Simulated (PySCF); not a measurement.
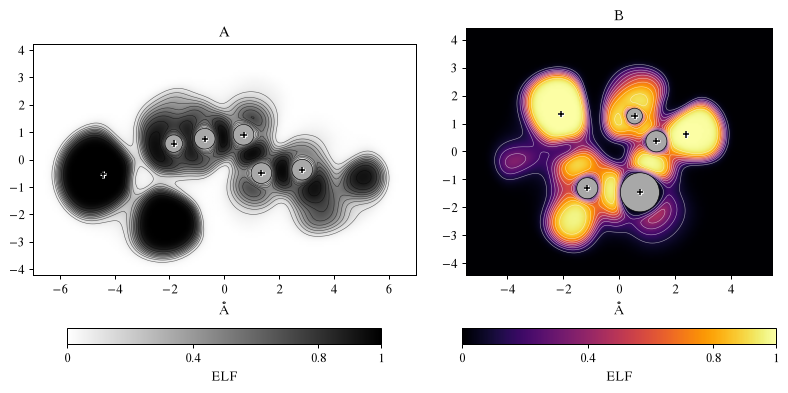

The ELF of 2 systems, each on a plane through atoms (crosses mark nuclei in the plane; grey discs cover the cores).

These are results of CAM-B3LYP/def2-SVPD, SCF density, gas phase in PySCF, not measurements.

System 1: C₂H₉OPSi₂ (SMILES O=C[SiH2]C[SiH2]P), the plane of atoms C2, Si3 and C4. Geometry: GFN2-xTB.

```yaml
atoms:
  - { symbol: O, position_ang: [1.0117, -0.1345, 1.3087] }
  - { symbol: C, position_ang: [1.6145, 0.7130, 0.6936] }
  - { symbol: Si, position_ang: [1.2481, 1.0303, -1.1619] }
  - { symbol: C, position_ang: [0.1242, -0.4105, -1.6422] }
  - { symbol: Si, position_ang: [-1.0335, -1.1191, -0.2828] }
  - { symbol: P, position_ang: [-1.9314, 0.5203, 0.9568] }
  - { symbol: H, position_ang: [2.3753, 1.3165, 1.2299] }
  - { symbol: H, position_ang: [0.6141, 2.3481, -1.2484] }
  - { symbol: H, position_ang: [2.5454, 1.0354, -1.8483] }
  - { symbol: H, position_ang: [-0.5021, -0.0943, -2.4760] }
  - { symbol: H, position_ang: [0.7277, -1.2457, -2.0014] }
  - { symbol: H, position_ang: [-0.4205, -2.2071, 0.4724] }
  - { symbol: H, position_ang: [-2.1683, -1.7298, -1.0124] }
  - { symbol: H, position_ang: [-1.2126, 0.2362, 2.1000] }
  - { symbol: H, position_ang: [-2.9970, -0.2509, 1.3847] }
```

System 2: C₅H₉AlFN (SMILES C=C(F)CCC#[N+][AlH3-]), the plane of atoms C2, C4 and C5. Geometry: GFN2-xTB.

```yaml
atoms:
  - { symbol: C, position_ang: [-2.9987, 1.2901, 0.2818] }
  - { symbol: C, position_ang: [-2.3599, 0.1960, -0.0804] }
  - { symbol: F, position_ang: [-3.0433, -0.9642, -0.2354] }
  - { symbol: C, position_ang: [-0.8984, 0.0304, -0.3533] }
  - { symbol: C, position_ang: [-0.2862, -0.9901, 0.6323] }
  - { symbol: C, position_ang: [1.1168, -1.0772, 0.3992] }
  - { symbol: N, position_ang: [2.2411, -1.1045, 0.1703] }
  - { symbol: Al, position_ang: [3.6783, 0.1422, -0.4293] }
  - { symbol: H, position_ang: [-2.4741, 2.2168, 0.4118] }
  - { symbol: H, position_ang: [-4.0614, 1.2881, 0.4427] }
  - { symbol: H, position_ang: [-0.3943, 0.9916, -0.2595] }
  - { symbol: H, position_ang: [-0.7613, -0.3367, -1.3739] }
  - { symbol: H, position_ang: [-0.4509, -0.6645, 1.6640] }
  - { symbol: H, position_ang: [-0.7509, -1.9716, 0.4972] }
  - { symbol: H, position_ang: [2.7757, 0.9259, -1.4668] }
  - { symbol: H, position_ang: [4.7965, -0.7908, -0.9837] }
  - { symbol: H, position_ang: [3.8641, 0.8306, 0.9719] }
```

Which map belongs to which system?

Panel A is system 2, C₅H₉AlFN: the plane holds C, N and H. C–N (1.15 Å): the ELF peaks at about 0.85 between the atoms: a multiple bond. Panel B is system 1, C₂H₉OPSi₂: the plane holds O, C, Si and H. C–O (1.21 Å): the ELF peaks at about 0.85 between the atoms (a short, multiple covalent bond).
